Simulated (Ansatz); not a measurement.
```cif
data_structure
_symmetry_space_group_name_H-M 'P 1'
_symmetry_Int_Tables_number 1
_cell_length_a 3.6817
_cell_length_b 3.8192
_cell_length_c 27.2201
_cell_angle_alpha 90.000
_cell_angle_beta 90.000
_cell_angle_gamma 90.000
_cell_volume 382.75
loop_
_atom_site_label
_atom_site_type_symbol
_atom_site_fract_x
_atom_site_fract_y
_atom_site_fract_z
_atom_site_occupancy
Si1 Si 0.50000 0.50000 0.80863 1
Si2 Si 0.50000 0.00000 0.75925 1
Si3 Si 0.00000 0.50000 0.16756 1
Si4 Si 0.50000 0.00000 0.06586 1
Si5 Si 0.50000 0.50000 0.11578 1
Si6 Si 0.00000 0.50000 0.41357 1
Si7 Si 0.50000 0.00000 0.51527 1
Si8 Si 0.00000 0.00000 0.46353 1
Se1 Se 0.00000 0.50000 0.86189 1
Se2 Se 0.00000 0.00000 0.70602 1
Se3 Se 0.00000 0.00000 0.21944 1
Se4 Se 0.00000 0.00000 0.01229 1
Se5 Se 0.50000 0.50000 0.36008 1
Se6 Se 0.50000 0.50000 0.56721 1
```

Space group Pmm2; a generated structure, not necessarily the stable one.

These are results of DFT PBE, scalar-relativistic, plane waves, PAW in Ansatz, not measurements.

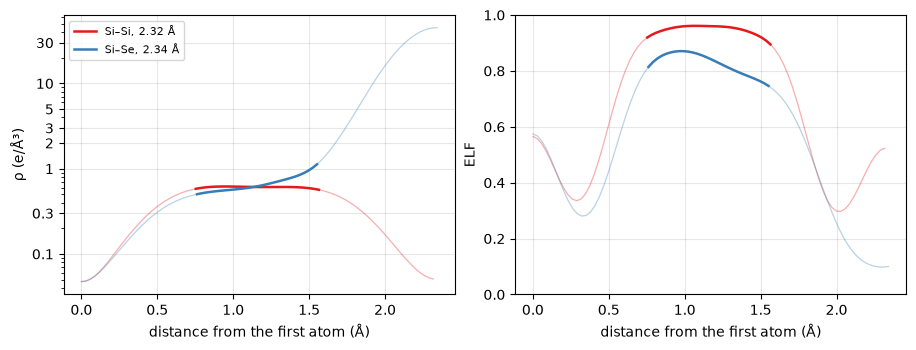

Si4Se3. Valence pseudo-density and ELF along straight lines between neighbouring atoms. Thin, pale parts lie inside the atomic spheres.

Core electrons are frozen (PAW), and the valence fields are smoothed inside the atomic spheres.

Q: What can be read from the curves?

A: Si–Si (2.32 Å): ρ is about 0.61 e/Å³ halfway; the ELF peaks at about 0.95 between the atoms.
Si–Se (2.34 Å): ρ is about 0.63 e/Å³ halfway; the ELF peaks at about 0.85 between the atoms.
